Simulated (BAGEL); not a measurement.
# A workflow on singlet [NH2]+

We compute a single-point energy (singlet [NH2]+, HF/cc-pVDZ), then a single-point energy (doublet NH2, NEVPT2(3,3)/cc-pVDZ), then the energy (doublet NH2, CASPT2(3,3)/cc-pVDZ) of H2N. 

The results are computed with BAGEL 1.2.2.

## Step 1: Starting point

[NH2]+ has 3 atoms, charge +1, and is taken as a singlet. SMILES of the parent species: `[NH2]`. The shape is that of a PBE0-D4/def2-TZVP optimisation. That shape belongs to the parent species and isn't relaxed for this state.

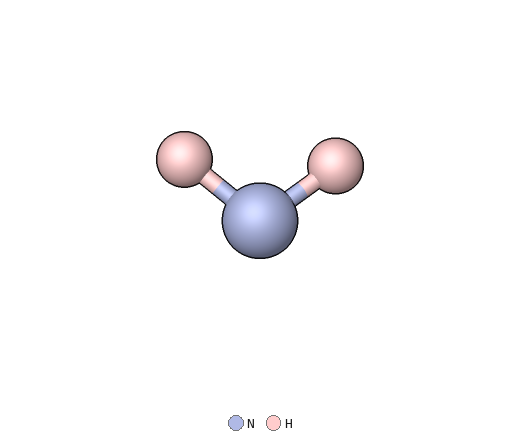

Viewed from a chosen angle; nitrogen light blue, hydrogen pink.

## Step 2: A single-point energy at HF/cc-pVDZ (density fitting with svp-jkfit) (run 1)

The input, hf.json:

```json
{ "bagel": [

{
  "title": "molecule",
  "basis": "cc-pvdz.json",
  "df_basis": "svp-jkfit",
  "angstrom": true,
  "geometry": [
    { "atom": "N", "xyz": [       0.337091,      -0.200013,       0.166180 ] },
    { "atom": "H", "xyz": [       0.130750,       0.805920,       0.159430 ] },
    { "atom": "H", "xyz": [      -0.467839,      -0.605903,      -0.325600 ] }
  ]
},

{ "title": "hf", "charge": 1 },

{ "title": "print", "file": "orbitals.molden", "orbitals": true }

]}
```

The basis set cc-pVDZ is read from a file made from the Basis Set Exchange's data (not shown).

On the command line:

```sh
$ BAGEL_NUM_THREADS=1 BAGEL hf.json > hf.out
```

What it wrote:

```text
* using 1 threads per process

  ===============================================================
  ===============================================================

  *** Geometry ***

  { "atom" : "N", "xyz" : [      0.637010,     -0.377970,      0.314035 ] },
  { "atom" : "H", "xyz" : [      0.247082,      1.522968,      0.301279 ] },
  { "atom" : "H", "xyz" : [     -0.884088,     -1.144991,     -0.615295 ] },

  Number of auxiliary basis functions:      113

  Since a DF basis is specified, we compute 2- and 3-index integrals:
    o Being stored without compression. Storage requirement is 0.001 GB

  Number of basis functions:       24
  Number of electrons      :        9

    * METHOD: MOLECULE                             0.01

  *** RHF ***

  === Nuclear Repulsion ===
     7.5434603811

      * DIIS with orbital gradients will be used.

  === RHF iteration (cc-pvdz.json) ===
      0        -55.11284313          0.02213671           0.00
      1        -55.13842499          0.00364819           0.00
      2        -55.13973141          0.00119348           0.00
      3        -55.13983773          0.00026150           0.00
      4        -55.13984414          0.00006234           0.00
      5        -55.13984462          0.00000958           0.00
      6        -55.13984463          0.00000045           0.00
      7        -55.13984463          0.00000008           0.00
      8        -55.13984463          0.00000001           0.00
      9        -55.13984463          0.00000000           0.00
    * SCF iteration converged.

    * Permanent dipole moment:
           (    0.662059,    -0.392836,     0.326378) a.u.

    * METHOD: HF                                   0.03

    * METHOD: PRINT                                0.00

  ===============================================================
```

It took 0.28 s on 1 thread of Arm Neoverse V2, shared host.

## Step 3: Doublet neutral NH2: the energy at NEVPT2(3,3)/cc-pVDZ (density fitting with svp-jkfit) (run 2)

The input, input.json:

```json
{ "bagel" : [

{
  "title" : "molecule",
  "basis" : "cc-pvdz.json",
  "df_basis" : "svp-jkfit",
  "angstrom" : true,
  "geometry" : [
    { "atom" : "N", "xyz" : [       0.337091,      -0.200013,       0.166180 ] },
    { "atom" : "H", "xyz" : [       0.130750,       0.805920,       0.159430 ] },
    { "atom" : "H", "xyz" : [      -0.467839,      -0.605903,      -0.325600 ] }
  ]
},

{
  "title" : "hf",
  "charge" : 1
},

{
  "title" : "casscf",
  "nstate" : 1,
  "nact" : 3,
  "nclosed" : 3,
  "nspin" : 1,
  "active" : [2, 5, 6],
  "maxiter" : 200,
  "natocc" : true
},

{
  "title" : "nevpt2",
  "nstate" : 1,
  "nact" : 3,
  "nclosed" : 3,
  "nspin" : 1,
  "active" : [2, 5, 6],
  "maxiter" : 200,
  "natocc" : true,
  "ncore" : 1
},

{
  "title" : "print",
  "file" : "orbitals.molden",
  "orbitals" : true
}

]}
```

The basis set cc-pVDZ is read from a file made from the Basis Set Exchange's data (not shown).

On the command line:

```sh
$ BAGEL_NUM_THREADS=1 BAGEL input.json > input.out
```

What it wrote:

```text
* using 1 threads per process

  ===============================================================
  ===============================================================

  *** Geometry ***

  { "atom" : "N", "xyz" : [      0.637010,     -0.377970,      0.314035 ] },
  { "atom" : "H", "xyz" : [      0.247082,      1.522968,      0.301279 ] },
  { "atom" : "H", "xyz" : [     -0.884088,     -1.144991,     -0.615295 ] },

  Number of auxiliary basis functions:      113

  Since a DF basis is specified, we compute 2- and 3-index integrals:
    o Being stored without compression. Storage requirement is 0.001 GB

  Number of basis functions:       24
  Number of electrons      :        9

    * METHOD: MOLECULE                             0.01

  *** RHF ***

[... 11 lines left out ...]
    * SCF iteration converged.
[... 1 line left out ...]
    * Permanent dipole moment:
[... 28 lines left out ...]
    * Second-order optimization converged. *
[... 5 lines left out ...]
      0  0       -55.56267452     5.36e-02      0.00
      1  0       -55.57599604     1.31e-03      0.00
      2  0       -55.57601027     1.18e-04      0.00
      3  0 *     -55.57601038     1.18e-15      0.00

     * ci vector, state   0, <S^2> = 0.7500
       2a.    -0.9963444727
       .a2    -0.0763177727

    * METHOD: CASSCF                               0.09

    * freezing 1 orbital

  === DF-NEVPT2 calculation ===

    * 3-index integral transformation done
    * assembly done

      NEVPT2 correlation energy:   -0.1371742129      0.00

          (+0)     -0.0427681562
          (+0)'    -0.0322367971
          (+1)     -0.0056362312
          (+1)'    -0.0002895500
          (+2)     -0.0007309041
          (-1)     -0.0379285599
          (-1)'    -0.0078175383
          (-2)     -0.0097664762

      NEVPT2 total energy:        -55.7131845945

    * METHOD: NEVPT2                               0.01

    * METHOD: PRINT                                0.00

  ===============================================================
```

It took 0.38 s on 1 thread of Arm Neoverse V2, shared host.

## Step 4: Doublet neutral NH2: a single-point energy at CASPT2(3,3)/cc-pVDZ (density fitting with svp-jkfit) (run 3)

The input, job.json:

```json
{ "bagel" : [

{
  "title" : "molecule",
  "basis" : "cc-pvdz.json",
  "df_basis" : "svp-jkfit",
  "angstrom" : true,
  "geometry" : [
    { "atom" : "N", "xyz" : [    0.337091,   -0.200013,    0.166180 ] },
    { "atom" : "H", "xyz" : [    0.130750,    0.805920,    0.159430 ] },
    { "atom" : "H", "xyz" : [   -0.467839,   -0.605903,   -0.325600 ] }
  ]
},
{
  "title" : "hf",
  "charge" : 1
},
{
  "title" : "casscf",
  "nstate" : 1,
  "nact" : 3,
  "nclosed" : 3,
  "nspin" : 1,
  "active" : [2, 5, 6],
  "maxiter" : 200,
  "natocc" : true
},
{
  "title" : "print",
  "file" : "orbitals.molden",
  "orbitals" : true
},
{
  "title" : "smith",
  "method" : "caspt2",
  "ms" : true,
  "xms" : true,
  "sssr" : true,
  "shift" : 0.2,
  "shift_imag" : true,
  "ncore" : 1
}

]}
```

The basis set cc-pVDZ is read from a file made from the Basis Set Exchange's data (not shown).

On the command line:

```sh
$ BAGEL_NUM_THREADS=1 BAGEL job.json > job.out
```

What it wrote:

```text
* using 1 threads per process

  ===============================================================
  ===============================================================

  *** Geometry ***

  { "atom" : "N", "xyz" : [      0.637010,     -0.377970,      0.314035 ] },
  { "atom" : "H", "xyz" : [      0.247082,      1.522968,      0.301279 ] },
  { "atom" : "H", "xyz" : [     -0.884088,     -1.144991,     -0.615295 ] },

  Number of auxiliary basis functions:      113

  Since a DF basis is specified, we compute 2- and 3-index integrals:
    o Being stored without compression. Storage requirement is 0.001 GB

  Number of basis functions:       24
  Number of electrons      :        9

    * METHOD: MOLECULE                             0.01

  *** RHF ***

[... 11 lines left out ...]
    * SCF iteration converged.
[... 1 line left out ...]
    * Permanent dipole moment:
[... 28 lines left out ...]
    * Second-order optimization converged. *
[... 10 lines left out ...]
     * ci vector, state   0, <S^2> = 0.7500
[... 16 lines left out ...]
    * Zeroth order energy : state  0       -1.7394437276
[... 4 lines left out ...]
       #      aibj      arbs      arbi      airj      risj      airs      arst      rist         Etot      error   time
[... 2 lines left out ...]
       0  -0.04308  -0.01169  -0.04030  -0.00586  -0.00088  -0.02840  -0.00717  -0.00034   -0.1377126  0.0082489   0.01
       1  -0.04345  -0.01188  -0.04063  -0.00595  -0.00096  -0.02924  -0.00739  -0.00037   -0.1398755  0.0013495   0.00
       2  -0.04349  -0.01188  -0.04059  -0.00597  -0.00096  -0.02930  -0.00739  -0.00038   -0.1399603  0.0003495   0.00
[... 4 lines of this table left out ...]
       7  -0.04348  -0.01188  -0.04059  -0.00595  -0.00097  -0.02931  -0.00740  -0.00038   -0.1399659  0.0000006   0.01

      ------------------------------------------------------------------------------------------------------------------

    * CASPT2 energy : state  0      -55.7165486210
        w/o shift correction        -55.7159763033
        reference weight              0.9589014040

    * METHOD: SMITH                                0.05

  ===============================================================
```

It took 0.42 s on 1 thread of Arm Neoverse V2, shared host.

## Step 5: Summary of results

| quantity | value |
| --- | --- |
| run 1, HF/cc-pVDZ: total energy | -55.13984 Eh |
| run 1, HF/cc-pVDZ: HOMO energy | -25.50 eV |
| run 1, HF/cc-pVDZ: LUMO energy | -9.82 eV |
| run 1, HF/cc-pVDZ: HOMO–LUMO gap | 15.68 eV |
| doublet neutral NH2, run 2: total energy | -55.71318 Eh |
| doublet neutral NH2, run 3: total energy | -55.71655 Eh |
